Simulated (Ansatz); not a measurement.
**C6H18BrHfN3: density, localisation and related maps**

The calculation's input:

```
crystal:
  periodic: [false, false, false]
  atoms:
    - {symbol: C, position_ang: [-1.520157, -2.590995, 0.292277]}
    - {symbol: N, position_ang: [-1.377674, -1.175335, 0.562951]}
    - {symbol: C, position_ang: [-2.102258, -0.773021, 1.743218]}
    - {symbol: Hf, position_ang: [-0.288166, -0.079988, -0.756188]}
    - {symbol: Br, position_ang: [-1.195604, -0.332572, -3.140705]}
    - {symbol: N, position_ang: [-0.348407, 1.857908, -0.149484]}
    - {symbol: C, position_ang: [-1.627128, 2.535187, -0.211663]}
    - {symbol: C, position_ang: [0.705735, 2.729799, 0.307390]}
    - {symbol: N, position_ang: [1.640676, -0.705980, -0.634996]}
    - {symbol: C, position_ang: [2.246494, -1.723314, 0.188345]}
    - {symbol: C, position_ang: [2.595244, -0.094809, -1.536665]}
    - {symbol: H, position_ang: [-1.126322, -3.203214, 1.116375]}
    - {symbol: H, position_ang: [-2.570782, -2.872285, 0.136560]}
    - {symbol: H, position_ang: [-0.974836, -2.877048, -0.616171]}
    - {symbol: H, position_ang: [-3.177771, -0.982739, 1.649569]}
    - {symbol: H, position_ang: [-1.743626, -1.305861, 2.635821]}
    - {symbol: H, position_ang: [-1.979986, 0.297014, 1.923325]}
    - {symbol: H, position_ang: [-1.600188, 3.394167, -0.896320]}
    - {symbol: H, position_ang: [-1.940278, 2.902073, 0.776490]}
    - {symbol: H, position_ang: [-2.414362, 1.862048, -0.574443]}
    - {symbol: H, position_ang: [0.499283, 3.114947, 1.316543]}
    - {symbol: H, position_ang: [0.827307, 3.599945, -0.354163]}
    - {symbol: H, position_ang: [1.657688, 2.196020, 0.343714]}
    - {symbol: H, position_ang: [1.506265, -2.168646, 0.856284]}
    - {symbol: H, position_ang: [2.685803, -2.527860, -0.419261]}
    - {symbol: H, position_ang: [3.052674, -1.308869, 0.810891]}
    - {symbol: H, position_ang: [3.410545, 0.400163, -0.989545]}
    - {symbol: H, position_ang: [2.114953, 0.666069, -2.165006]}
    - {symbol: H, position_ang: [3.044868, -0.832794, -2.215186]}
basis:
  gaussian: {orbitals: def2-TZVPP}
hamiltonian: {xc: pbe0, dispersion: d4}
output: {orbitals: {seedname: orbitals}}
```

Run with:

```sh
ansatz run in.yaml --threads 11 --pin off --events-out ev --progress --plain --max-ram 174080MiB --backend cuda --devices 0, --max-vram 75GiB
```

Geometry: PBE0-D4/def2-TZVP; core potentials replace the inner electrons of Hf.

These are results of Ansatz, RKS PBE0-D4/def2-TZVPP, not measurements.

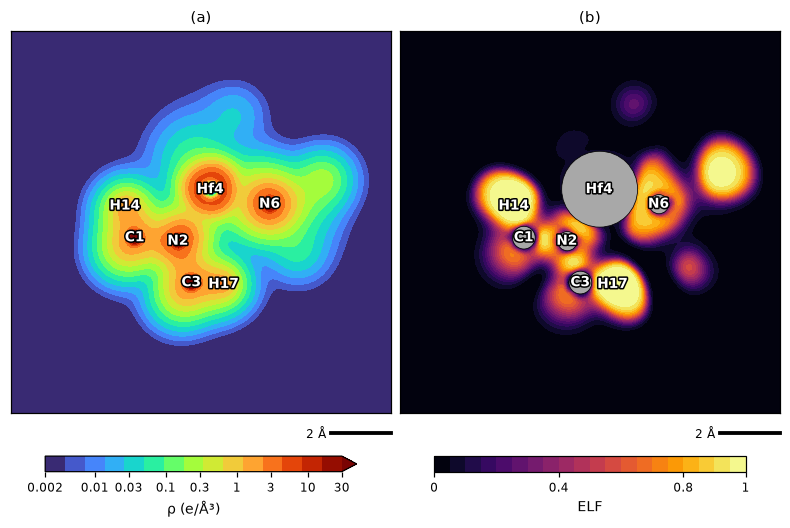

Figure 1. (a) electron density; (b) electron localisation function on the plane of atoms N2, Hf4 and N6. Grey discs cover the atomic cores in the ELF map.

Question: Describe what can be read from this map.

Answer:
- The plane passes through C, N, Hf and H nuclei.
- C–N (1.45 Å): ρ at the midpoint is about 1.9 e/Å³; the ELF peaks at about 0.90 between the atoms, as expected for localised, covalent bonding.
- Hf–N (2.03 Å): ρ at the midpoint is about 0.83 e/Å³; the ELF peaks at about 0.90 in the valence shell of N, 0.6 Å from its nucleus, and is about 0.30 at the midpoint.
- C–Hf (2.99 Å): the density is about 0.45 e/Å³ at the midpoint; the ELF is about 0.45 at the midpoint.
- C–H (1.09 Å): ρ at the midpoint is about 2 e/Å³; the ELF climbs to about 1 towards the hydrogen, as it does in any bond to H: a covalent bond by its length.

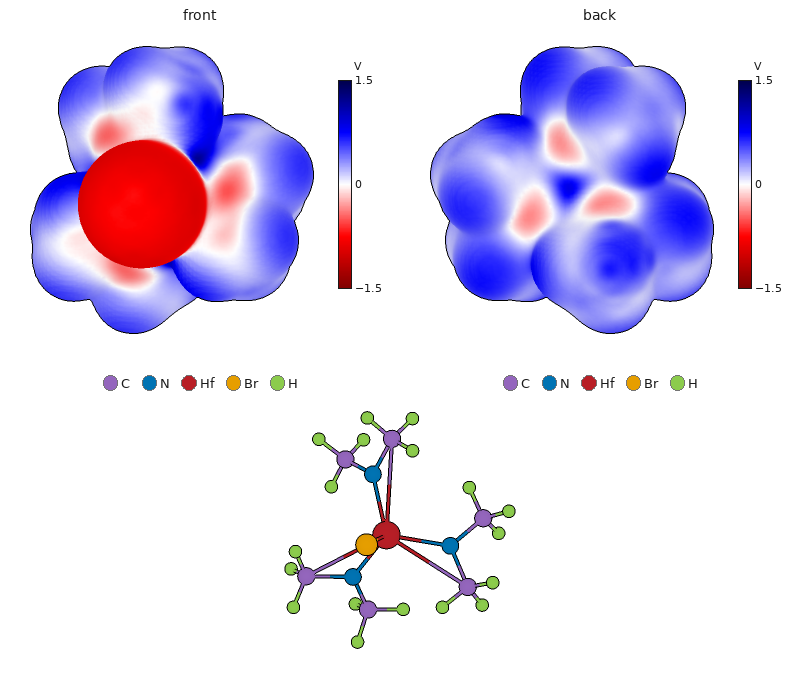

Figure 2. The molecular electrostatic potential painted on the density surface at 0.002 e/bohr³, seen from the front and from behind; the colour scale runs from red (negative) to blue (positive). The bare structure is drawn below in the same view.

Question: Describe the electrostatic potential map.

Answer: The most negative region (about −0.9 V, or −21 kcal/mol for a unit charge) lies over Br5, the most positive (about +1.0 V, or +23 kcal/mol for a unit charge) over Hf4.

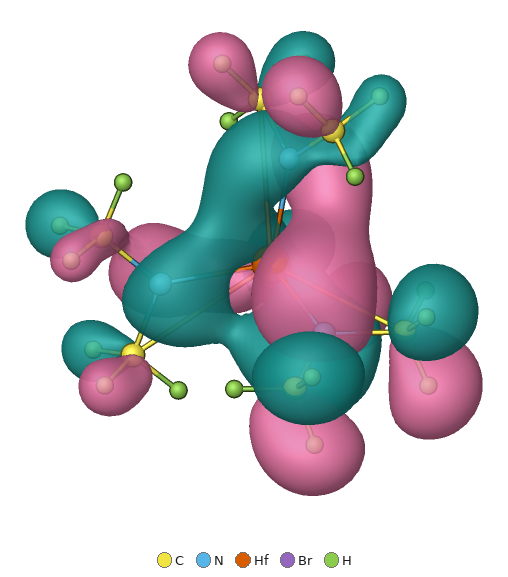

Figure 3. The HOMO−1 at ±0.05 Å⁻³ᐟ² (teal and pink are the two phases), seen at an oblique angle.

Question: Where does this orbital lie, and at what energy?

Answer: By Hirshfeld shares it lies mainly on N2 (about 35 %), Hf4 (about 15 %), N6 (about 10 %) and N9 (about 10 %). It is one of a degenerate set, so its orientation is arbitrary. Its energy is −6.47 eV.
